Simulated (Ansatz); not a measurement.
# AlBH₆N+ (SMILES [BH2][AlH][NH3+]): single points off equilibrium

Aim: energy, forces and dipole at a structure displaced at random from a GFN2-xTB minimum, from CCSD(T) and from density functionals.

Method: single points in def2-TZVPP; program: Ansatz 0.2.0, Gaussian basis.

Cores are frozen in the correlated methods. B3LYP uses VWN-RPA correlation.

## 1. Where the work starts

SMILES `[BH2][AlH][NH3+]`, 9 atoms, charge 1, spin multiplicity 1.

Atoms are counted from 1 here; the program's logs count them from 0.

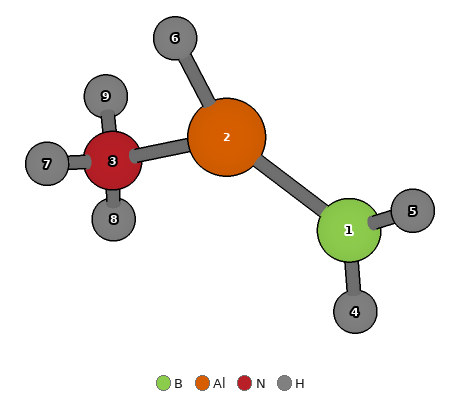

Start geometry, drawn with boron green, aluminium orange, nitrogen red, hydrogen grey; atoms are numbered from 1 in the order of the file.

Coordinates:

```xyz
9
AlBH6N
B    -1.20140    0.95220   -1.52350
Al    0.10540    0.74000    0.09470
N     0.71790   -1.08160    0.92850
H    -1.57360   -0.00600   -2.18770
H    -1.55050    2.00350   -1.90600
H     0.96380    1.50480    1.16110
H     1.74380   -1.11070    0.86670
H     0.33590   -2.00600    0.61080
H     0.51020   -1.06300    1.96620
```

## 2. CCSD(T)/def2-TZVPP

Contents of run/in.yaml:

```yaml
crystal:
  periodic: [false, false, false]
  atoms:
    - {symbol: B, position_ang: [-1.201400, 0.952200, -1.523500]}
    - {symbol: Al, position_ang: [0.105400, 0.740000, 0.094700]}
    - {symbol: N, position_ang: [0.717900, -1.081600, 0.928500]}
    - {symbol: H, position_ang: [-1.573600, -0.006000, -2.187700]}
    - {symbol: H, position_ang: [-1.550500, 2.003500, -1.906000]}
    - {symbol: H, position_ang: [0.963800, 1.504800, 1.161100]}
    - {symbol: H, position_ang: [1.743800, -1.110700, 0.866700]}
    - {symbol: H, position_ang: [0.335900, -2.006000, 0.610800]}
    - {symbol: H, position_ang: [0.510200, -1.063000, 1.966200]}
basis:
  gaussian: {orbitals: def2-TZVPP}
total_charge: 1
correlation: {method: ccsd_t}
output: {forces: true}
```

No record of the launch command was kept for these runs.

## 3. PBE0-D4/def2-TZVPP

run/in.yaml, as its differences from that of step 2:

```diff
@@ -15,3 +15,3 @@
 total_charge: 1
-correlation: {method: ccsd_t}
-output: {forces: true}
+hamiltonian: {xc: pbe0, dispersion: d4}
+output: {forces: true, orbitals: {seedname: orbitals}}
```

## 4. wB97M-V/def2-TZVPP

run/in.yaml, as its differences from that of step 3:

```diff
@@ -15,3 +15,3 @@
 total_charge: 1
-hamiltonian: {xc: pbe0, dispersion: d4}
-output: {forces: true, orbitals: {seedname: orbitals}}
+hamiltonian: {xc: {name: wB97M-V}}
+output: {forces: true}
```

## 5. r2SCAN-D4/def2-TZVPP

run/in.yaml, as its differences from that of step 4:

```diff
@@ -15,3 +15,3 @@
 total_charge: 1
-hamiltonian: {xc: {name: wB97M-V}}
+hamiltonian: {xc: r2scan, dispersion: d4}
 output: {forces: true}
```

## 6. PBE-D4/def2-TZVPP

run/in.yaml, as its differences from that of step 5:

```diff
@@ -15,3 +15,3 @@
 total_charge: 1
-hamiltonian: {xc: r2scan, dispersion: d4}
+hamiltonian: {xc: pbe, dispersion: d4}
 output: {forces: true}
```

## 7. wB97X-V/def2-TZVPP

run/in.yaml, as its differences from that of step 6:

```diff
@@ -15,3 +15,3 @@
 total_charge: 1
-hamiltonian: {xc: pbe, dispersion: d4}
+hamiltonian: {xc: {name: wB97X-V}}
 output: {forces: true}
```

## 8. B3LYP-D4/def2-TZVPP

run/in.yaml, as its differences from that of step 7:

```diff
@@ -15,3 +15,3 @@
 total_charge: 1
-hamiltonian: {xc: {name: wB97X-V}}
+hamiltonian: {xc: {name: B3LYP}, dispersion: d4}
 output: {forces: true}
```

(Steps that only read results are left out.)

Before running it: what results should come out? Wanted: energy less free atoms, CCSD(T)/def2-TZVPP; RMS force component; RMS force error; HOMO and LUMO, PBE0-D4; T1 diagnostic.

As calculated:

```
                                  quantity                                                                                            value
energy less free atoms, CCSD(T)/def2-TZVPP                                                                                   -1960.2 kJ/mol
                       RMS force component                                                             0.529 to 0.622 eV/Å over the methods
                           RMS force error  PBE0-D4 0.045, wB97M-V 0.062, r2SCAN-D4 0.032, PBE-D4 0.150, wB97X-V 0.031, B3LYP-D4 0.042 eV/Å
                    HOMO and LUMO, PBE0-D4                                                                              -12.87 and -7.84 eV
                             T1 diagnostic                                                                                            0.008
```

What this shows: Against CCSD(T) the functionals' energies less atoms differ by -82.8 to -45.8 kJ/mol, PBE-D4 by -73.2 kJ/mol. The reference is not at the basis limit: in triple zeta CCSD(T) underbinds, which counts against methods that bind more; the gaps are no ranking. The forces of wB97X-V come nearest to CCSD(T), those of PBE-D4 are farthest. Frozen-core CCSD(T) forces in triple zeta carry basis errors of their own, and this is one geometry, so small gaps rank nothing.
